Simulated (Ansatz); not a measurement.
**N2H3 (quartet): one geometry, many settings at distance N1–H4 along a hydrogen transfer = 1.097 Å**

What do other methods and options give for N2H3 (quartet) at this geometry, and how long do they take?

Method: the settings change from run to run; program: Ansatz 0.2.0, Gaussian basis.

7 further runs of the same task are left out: 6 that didn't finish, 1 set aside as unsound or not needed.

## Step 1: The geometry

The geometry derives from fragments relaxed apart (PBE0/def2-TZVP) and kept rigid, so it is no stationary point. A hydrogen atom is moved between rigid fragments.

5 atoms, charge 0, spin multiplicity 4.

Atoms are counted from 1 here; the program's logs count them from 0.

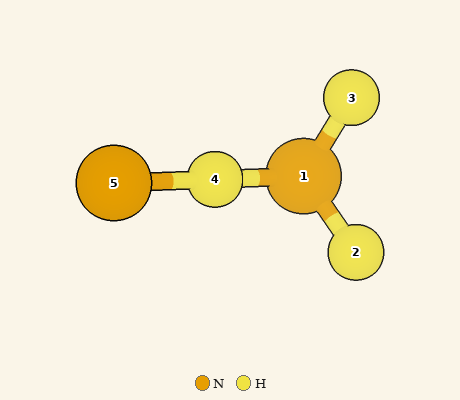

The structure; nitrogen amber, hydrogen yellow; atoms are numbered from 1 in the order of the file.

## Step 2: MRCISD+Q(3,8)/6-31G

The input, in.yaml:

```yaml
crystal:
  periodic: [false, false, false]
  atoms:
    - {symbol: N, position_ang: [-1.075939, -0.018366, -0.028586]}
    - {symbol: H, position_ang: [-1.373219, 0.949467, -0.028586]}
    - {symbol: H, position_ang: [-1.373218, -0.420665, 0.851673]}
    - {symbol: H, position_ang: [0.021061, -0.018366, -0.028587]}
    - {symbol: N, position_ang: [1.272061, -0.018365, -0.028587]}
basis:
  gaussian: {orbitals: 6-31G, point_charges: [{charge: -1.00, position_ang: [4.930, 0.910, -0.888]}]}
magnetization: {spin_polarized: false, initial_magnetization: 3}
correlation: {method: fic_mrcisd_q, electrons: outside_noble_gas, active_space: {window: {electrons: 3, orbitals: 8}}}
```

Command:

```
ansatz run in.yaml --threads 1 --pin off --events-out ev --progress --plain --max-ram 2393MiB
```

What it wrote (excerpt; [...] marks lines left out):

```text
Functional definition: HF
  name "HF"
  cite "Fock, Z. Phys. 61, 126 (1930) doi:10.1007/BF01340294"
  parent pbe
[...]
360 factors; integrals over basis functions are off by at most 2.5e-4 eV
[...]
mean field -3006.16168524 eV, -110.4744042828 hartree, gradient 1.8e-6 eV, S^2 3.750000; 0 other end points of the search recorded, 0 dependent functions left out
reference -3006.16168524 eV, -110.4744042828 hartree; 10, 7 occupied and 14, 17 virtual orbitals, 360 factors
state -3006.45234848 eV, -110.4850859599 hartree
contracted CI cycle   1: correlation 0.00000000 eV, 0.0000000000 hartree, residual 1.83e1 eV
contracted CI cycle   2: correlation -4.08331461 eV, -0.1500590441 hartree, residual 3.52e0 eV
contracted CI cycle   3: correlation -4.28791722 eV, -0.1575780513 hartree, residual 9.05e-1 eV
contracted CI cycle   4: correlation -4.30236889 eV, -0.1581091406 hartree, residual 2.47e-1 eV
contracted CI cycle   5: correlation -4.30355560 eV, -0.1581527513 hartree, residual 9.28e-2 eV
contracted CI cycle   6: correlation -4.30372770 eV, -0.1581590759 hartree, residual 3.70e-2 eV
contracted CI cycle   7: correlation -4.30375604 eV, -0.1581601172 hartree, residual 1.36e-2 eV
contracted CI cycle   8: correlation -4.30375949 eV, -0.1581602442 hartree, residual 4.73e-3 eV
contracted CI cycle   9: correlation -4.30375988 eV, -0.1581602584 hartree, residual 1.47e-3 eV
contracted CI cycle  10: correlation -4.30375992 eV, -0.1581602598 hartree, residual 4.77e-4 eV
state -3006.45234848 eV, -110.4850859599 hartree; corrected -3011.04581148 eV, -110.6538926117 hartree
WARN: 2 active orbitals are nearly empty or full. The corrections depend on them more than the energy does, and are more stable in an active space without them
Total energy: -3011.04581148 eV, -110.6538926117 hartree
```

It took 2 s on 1 thread of Arm Neoverse V2, shared host; peak memory 0.26 GiB.

From the report: 56 determinants; active occupations 1.00, 1.00, 1.00, 0.00, 0.00, 0.00, 0.00, 0.00. The report marks this result as in doubt.

## Step 3: MP2 on UHF/cc-pVDZ

The input, in.yaml:

```yaml
crystal:
  periodic: [false, false, false]
  atoms:
    - {symbol: N, position_ang: [-1.075939, -0.018366, -0.028586]}
    - {symbol: H, position_ang: [-1.373219, 0.949467, -0.028586]}
    - {symbol: H, position_ang: [-1.373218, -0.420665, 0.851673]}
    - {symbol: H, position_ang: [0.021061, -0.018366, -0.028587]}
    - {symbol: N, position_ang: [1.272061, -0.018365, -0.028587]}
basis:
  gaussian: {orbitals: cc-pVDZ}
magnetization: {spin_polarized: true, initial_magnetization: 3}
correlation: {method: mp2, electrons: valence}
```

The command is unchanged.

What it wrote:

```text
Functional definition: HF
  name "HF"
  cite "Fock, Z. Phys. 61, 126 (1930) doi:10.1007/BF01340294"
  parent pbe
  exchange = exact_x
  correlation = 0
402 factors; integrals over basis functions are off by at most 1.3e-3 eV
mean field evaluation 1: about -3005.3113 eV, gradient 2.0e1 eV
mean field evaluation 2: about -3005.3482 eV, gradient 2.0e1 eV
mean field evaluation 4: about -3007.3688 eV, gradient 2.6e0 eV
mean field evaluation 8: about -3007.4533 eV, gradient 1.7e-1 eV
mean field -3007.45438244 eV, -110.5219100291 hartree, gradient 5.5e-6 eV, S^2 3.771204; 0 other end points of the search recorded, 0 dependent functions left out
2 core orbitals not correlated: weight in the atoms' cores, before any rotation towards them, 1.000 or more for the frozen orbitals, at most 0.000 for the correlated occupied ones
reference -3007.45438244 eV, -110.5219100291 hartree; 8, 5 occupied and 33, 36 virtual orbitals, 402 factors
second order -7.41076704 eV of doubles, -0.00000000 eV of singles
Total energy: -3014.86514949 eV, -110.7942506946 hartree
```

Wall time 0.22 s (1 thread of Arm Neoverse V2, shared host).

From the report: ⟨S²⟩ of the determinant 3.771 (pure quartet: 3.75).

## Step 4: CCSD/cc-pVDZ

Changes to in.yaml since step 3:

```diff
@@ -11,2 +11,5 @@
 magnetization: {spin_polarized: true, initial_magnetization: 3}
-correlation: {method: mp2, electrons: valence}
+hamiltonian: {xc: {name: B3LYP}}
+correlation: {method: ccsd, electrons: outside_noble_gas}
+scf: {omitted_lower_state_checks: [cluster_reference]}
+output: {forces: true}
```

The command is unchanged.

What it wrote (excerpt; [...] marks lines left out):

```text
Functional definition: B3LYP
  name "B3LYP"
  cite "Stephens, Devlin, Chabalowski & Frisch, J. Phys. Chem. 98, 11623 (1994) doi:10.1021/j100096a001"
  cite "Becke, Phys. Rev. A 38, 3098 (1988) doi:10.1103/PhysRevA.38.3098"
  cite "Lee, Yang & Parr, Phys. Rev. B 37, 785 (1988) doi:10.1103/PhysRevB.37.785"
  cite "Vosko, Wilk & Nusair, Can. J. Phys. 58, 1200 (1980) doi:10.1139/p80-159"
[...]
402 factors; integrals over basis functions are off by at most 1.3e-3 eV
[...]
mean field -3023.54809663 eV, -111.1133431165 hartree, gradient 2.8e-6 eV, S^2 3.757349; 0 other end points of the search recorded, 0 dependent functions left out
2 core orbitals not correlated: weight in the atoms' cores, before any rotation towards them, 1.000 or more for the frozen orbitals, at most 0.000 for the correlated occupied ones
reference -3006.96123902 eV, -110.5037873425 hartree; 8, 5 occupied and 33, 36 virtual orbitals, 402 factors
second order -7.84853031 eV of doubles, -0.29456168 eV of singles
cycle   1  -8.44796352 eV  change   -3.1e-1 eV  update   6.1e-2
[...]
cycle  14  -8.73287312 eV  change    2.4e-6 eV  update   1.3e-6
[...]
Total energy: -3015.69411215 eV, -110.8247145105 hartree
Atom 0 at    -1.075939    -0.018366    -0.028586 Å, force    -0.370283    -0.608376    -0.946943 eV/Å
Atom 1 at    -1.373219     0.949467    -0.028586 Å, force    -0.026817     0.581919     0.192385 eV/Å
Atom 2 at    -1.373218    -0.420665     0.851673 Å, force    -0.026817    -0.066909     0.609233 eV/Å
Atom 3 at     0.021061    -0.018366    -0.028587 Å, force    -3.319963     0.064975     0.101137 eV/Å
Atom 4 at     1.272061    -0.018365    -0.028587 Å, force     3.743881     0.028391     0.044187 eV/Å
Dipole moment:     0.057898     0.168317     0.261986 e Å
Checks for a lower state left out: cluster_reference
```

Wall time 4.2 s (1 thread of Arm Neoverse V2, shared host).

From the report: ⟨S²⟩ of the determinant 3.757 (pure quartet: 3.75); correlation -8.7329 eV; T1 0.024; largest double amplitude 0.03. The orbitals are Kohn-Sham ones, so correlation energy and T1 don't compare with those on Hartree-Fock orbitals.

## Step 5: CCSD on ROHF/cc-pVDZ

Changes to in.yaml since step 4:

```diff
@@ -10,6 +10,5 @@
   gaussian: {orbitals: cc-pVDZ}
-magnetization: {spin_polarized: true, initial_magnetization: 3}
-hamiltonian: {xc: {name: B3LYP}}
-correlation: {method: ccsd, electrons: outside_noble_gas}
-scf: {omitted_lower_state_checks: [cluster_reference]}
+magnetization: {spin_polarized: false, initial_magnetization: 3}
+correlation: {method: ccsd, electrons: all, diis_vectors: 2}
+accuracy: high
 output: {forces: true}
```

Same command.

What it wrote (excerpt; [...] marks lines left out):

```text
Functional definition: HF
  name "HF"
  cite "Fock, Z. Phys. 61, 126 (1930) doi:10.1007/BF01340294"
  parent pbe
[...]
921 factors; integrals over basis functions are off by at most 3.4e-9 eV
[...]
mean field -3007.22992735 eV, -110.5136614564 hartree, gradient 2.1e-8 eV, S^2 3.750000; 0 other end points of the search recorded, 0 dependent functions left out
reference -3007.22992735 eV, -110.5136614564 hartree; 10, 7 occupied and 33, 36 virtual orbitals, 921 factors
second order -7.61990845 eV of doubles, -0.11849092 eV of singles
cycle   1  -8.32196395 eV  change   -5.8e-1 eV  update   6.2e-2
[...]
cycle  37  -8.61801468 eV  change  -5.8e-10 eV  update  4.6e-10
[...]
Total energy: -3015.84794203 eV, -110.8303676543 hartree
Atom 0 at    -1.075939    -0.018366    -0.028586 Å, force    -0.324261    -0.583739    -0.908596 eV/Å
Atom 1 at    -1.373219     0.949467    -0.028586 Å, force    -0.023066     0.554398     0.187008 eV/Å
Atom 2 at    -1.373218    -0.420665     0.851673 Å, force    -0.023066    -0.060360     0.581967 eV/Å
Atom 3 at     0.021061    -0.018366    -0.028587 Å, force    -3.372215     0.061385     0.095550 eV/Å
Atom 4 at     1.272061    -0.018365    -0.028587 Å, force     3.742608     0.028316     0.044071 eV/Å
Dipole moment:     0.054954     0.168180     0.261774 e Å
```

Run time: 12 s. Hardware: 1 thread of Arm Neoverse V2, shared host.

From the report: correlation -8.6180 eV; T1 0.024; largest double amplitude 0.03.

## Step 6: The runs in one table

Where basis and cores are those of an earlier UCCSDT(Q)/cc-pVDZ run (-3015.9492 eV), and the state is the same kind, the miss against it is given. † marks a result that the program doubts.

```tsv
level	correlated	functions	energy (eV)	from UCCSDT(Q) (meV)	time
MRCISD+Q(3,8)/6-31G (beside a point charge) †	outside noble gas	24	-3011.0458		2 s
MP2 on UHF/cc-pVDZ	valence	43	-3014.8651	1084.1	0.22 s
CCSD/cc-pVDZ (on B3LYP orbitals)	outside noble gas	43	-3015.6941	255.1	4.2 s
CCSD on ROHF/cc-pVDZ	all	43	-3015.8479		12 s
```

## Step 7: Results

```
quantity                       value
    runs                           4
quickest  MP2 on UHF/cc-pVDZ, 0.22 s
 slowest  CCSD on ROHF/cc-pVDZ, 12 s
```

Total energies in different bases, with other cores or another treatment of relativity can't be set against each other. CCSD on ROHF/cc-pVDZ took 52 times as long as MP2 on UHF/cc-pVDZ; the jobs differ in more than the method. Among the correlated runs with a miss given, it spans +255 to +1084 meV. Cores frozen from Kohn-Sham orbitals shift the total energy.
